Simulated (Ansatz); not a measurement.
**CHAlSSe: up Jacob's ladder to CCSD(T)**

Aim: compute CHAlSSe with functionals from several rungs and with coupled cluster, and see how far each lands from CCSD(T) at the basis-set limit for the atomisation energy.

Method: functionals in def2-TZVPP, the program's frozen cores in correlated methods; program: Ansatz 0.2.0, Gaussian basis.

Levels to be run: LDA (SPW92), PBE-D4, revPBE-D4, BLYP-D4, r2SCAN-D4, B97M-V, PBE0-D4, B3LYP-D4, r2SCANh-D4, r2SCAN0-D4, HSE06-D4, BHLYP-D4, CAM-B3LYP-D4, LC-ωPBE, ωB97X-V, ωB97M-V, B2PLYP, PBE-QIDH; CCSD(T)/def2-SVP; CCSD(T)/def2-TZVPP; MP2/def2-QZVPP; extrapolation to the limit; RPA on PBE.

### Step 1. Structure used throughout

All runs share one geometry, relaxed beforehand with PBE0-D4 in a triple-zeta def2 set.

SMILES `[Se]=[C]1[AlH][S]1`, 5 atoms, charge 0, spin multiplicity 1.

Atoms are counted from 1 here; the program's logs count them from 0.

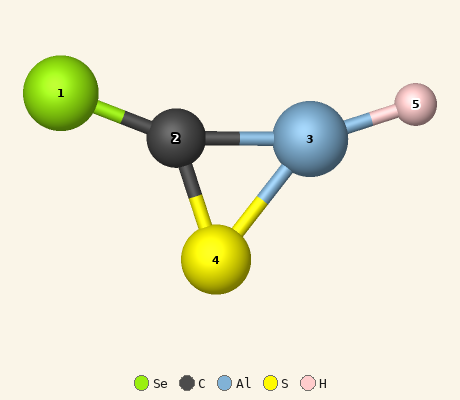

The structure; selenium green, carbon dark grey, aluminium light blue, sulfur yellow, hydrogen pink; atoms are numbered from 1 in the order of the file.

### Step 2. LDA

This LDA is Slater exchange with PW92 correlation.

in.yaml reads:

```yaml
crystal:
  periodic: [false, false, false]
  atoms:
    - {symbol: Se, position_ang: [-2.569258, -0.216472, -0.093859]}
    - {symbol: C, position_ang: [-0.819867, -0.206197, -0.017773]}
    - {symbol: Al, position_ang: [0.951593, 0.468573, -0.035132]}
    - {symbol: S, position_ang: [0.320375, -1.574844, 0.226929]}
    - {symbol: H, position_ang: [2.167057, 1.455341, -0.121565]}
basis:
  gaussian: {orbitals: def2-TZVPP}
hamiltonian: {xc: lda}
output: {orbitals: {seedname: orbitals}}
```

The run is started by

```console
$ ansatz run in.yaml --threads 2 --pin off --events-out ev --progress --plain --max-ram 4352MiB
```

The runs that follow: PBE-D4 (GGA); revPBE-D4 (GGA); BLYP-D4 (GGA); r2SCAN-D4 (meta-GGA); B97M-V (meta-GGA); B3LYP-D4 (hybrid); r2SCANh-D4 (hybrid); r2SCAN0-D4 (hybrid); HSE06-D4 (hybrid); BHLYP-D4 (hybrid); CAM-B3LYP-D4 (range-separated); LC-ωPBE (range-separated); ωB97X-V (range-separated); ωB97M-V (range-separated); B2PLYP (double hybrid); PBE-QIDH (double hybrid); CCSD(T) in def2-SVP; CCSD(T) in def2-TZVPP; MP2 in def2-QZVPP; RPA on PBE orbitals.

**Question.** What will the summary of the whole plan be? Wanted: atomisation energy, CCSD(T)/CBS; farthest beyond LDA; mean size of error, GGA; mean size of error, meta-GGA; mean size of error, hybrid; mean size of error, range-separated; mean size of error, double hybrid; gap, smallest and largest; T1 diagnostic.

The runs gave:

```
                               quantity                                                               value
        atomisation energy, CCSD(T)/CBS                                                       1504.6 kJ/mol
 functionals within 15.0 kJ/mol (1.0 %)  BLYP-D4, PBE0-D4, r2SCANh-D4, HSE06-D4, ωB97X-V, ωB97M-V, PBE-QIDH
                    farthest beyond LDA                                            BHLYP-D4 (-109.5 kJ/mol)
                mean size of error, GGA                                                         35.6 kJ/mol
           mean size of error, meta-GGA                                                         33.4 kJ/mol
             mean size of error, hybrid                                                         31.6 kJ/mol
    mean size of error, range-separated                                                         30.2 kJ/mol
      mean size of error, double hybrid                                                         22.8 kJ/mol
              gap, smallest and largest                            1.32 eV (LDA (SPW92)), 7.57 eV (LC-ωPBE)
                          T1 diagnostic                                                              0.0179
triples share of the correlation energy                                                               5.4 %
```

The LDA atomisation energy is off by 312.4 kJ/mol (21 %): it overbinds. PBE-D4 misses by +78.0 kJ/mol. Double hybrids carry the basis error of their MP2 part in triple zeta, and no dispersion term here, so their miss is partly the set-up's. By mean error the best rung here is double hybrid (22.8 kJ/mol) and the worst beyond LDA is GGA (35.6 kJ/mol). The gap between the best rungs is small, so their order is not settled. Misses under about 15.0 kJ/mol are within the doubt on the reference itself, which lacks core-valence correlation, relativity and higher excitations, and its outer-core shells are covered unevenly. All levels share the lack of spin-orbit coupling, which lowers the free heavy atoms and so the true binding. Hartree-Fock recovers 59 % of the binding; the rest is correlation. CCSD(T) in def2-SVP is off by -149.7 kJ/mol, worse than the median functional, from the basis alone. The gap grows from 1.3 to 7.6 eV across the functionals, mostly with the share of exact exchange. The restricted reference is unstable towards a spin-broken one. Correlated methods include outer-core shells of Se, which these sets cover unevenly.
